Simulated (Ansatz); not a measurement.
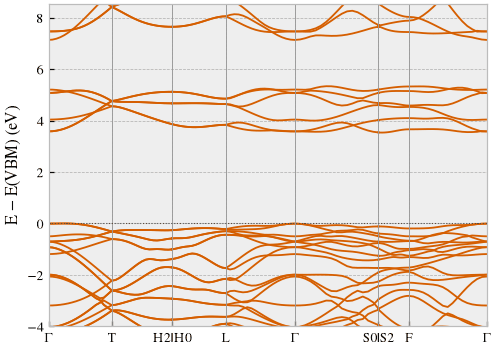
Fig. 1. Band structure from PBE in the plane-wave PAW code Ansatz

Q: Read off the gap and where the band edges lie.

A: About 3.5 eV (3.53 eV by a search for the band edges); maximum on the Γ–T line, 25 % of the way from Γ, minimum on the S2–F line, 11 % of the way from S2.

The material is LiNbO$_{3}$ in space group R3c (No. 161; Li on 6a, Nb on 6a, O on 18b).

The cell was relaxed with PBE under the symmetry of its start. The run is not spin-polarised. Scalar-relativistic: spin–orbit coupling is off unless named, which matters more the heavier the elements.

Potentials: the later of the program's two PAW sets.
